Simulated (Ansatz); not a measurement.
BaTiO3, pressure series

The parent structure is BaTiO3 in the cubic perovskite structure (space group Pm-3m, No. 221; a = 4.019 Å).

Cell and atoms are relaxed at each pressure.

Computed with Kohn–Sham DFT with the PBE functional, run in Ansatz (an electronic-structure program) with PAW and 420 eV plane waves, no spin-orbit coupling.

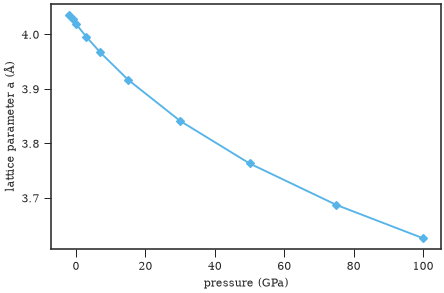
Figure. Lattice parameter a against pressure

| pressure (GPa) | lattice parameter a |
|---|---|
| -2 | 7.627 bohr |
| -1 | 7.611 bohr |
| 3 | 7.551 bohr |
| 7 | 7.496 bohr |
| 15 | 7.402 bohr |
| 30 | 7.259 bohr |
| 50 | 7.112 bohr |
| 75 | 6.968 bohr |
| 100 | 6.853 bohr |

Load acts through the strain it causes; cell and atoms are relaxed under it. Whether these cells are dynamically stable was not tested. Competing high-pressure phases were not computed. The final runs are not spin-polarised. Many cubic perovskites are stable only at high temperature; tilts and polar distortions were not tested. This is not the structure that BaTiO3 has at room temperature and ambient pressure.
